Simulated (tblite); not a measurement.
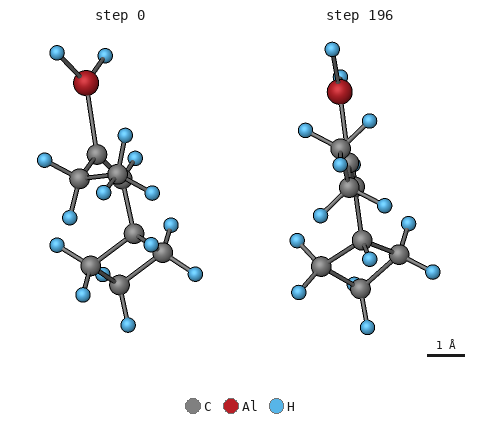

The structure of C8H15Al before (left) and after (right) a relaxation, at one scale.

The picture is a ball-and-stick view, seen from a free direction.

Method: tblite, GFN2-xTB geometry optimisation, gas phase. 

### Describe what moved and what it gained.

After 196 geometry steps the energy has fallen by 38.1 kJ/mol. An H atom moves most after the best rigid fit: 2.19 Å. By element the largest moves are H 2.19 Å, C 0.94 Å, Al 0.48 Å. Some distances before and after: Al–H 1.601 → 1.553 Å, C–C 1.522 → 1.488 Å, C–H 1.125 → 1.094 Å, C–C 1.522 → 1.548 Å. Bond angles that change, for instance: Al–C–C 118.2° → 108.9°, C–Al–H 119.5° → 128.1°, C–C–Al 118.9° → 126.9°. Groups turn about C–C by about 90°, C–C by about 40°. Cost: 3.4 s on 1 thread of Arm Neoverse N1, on a shared host.
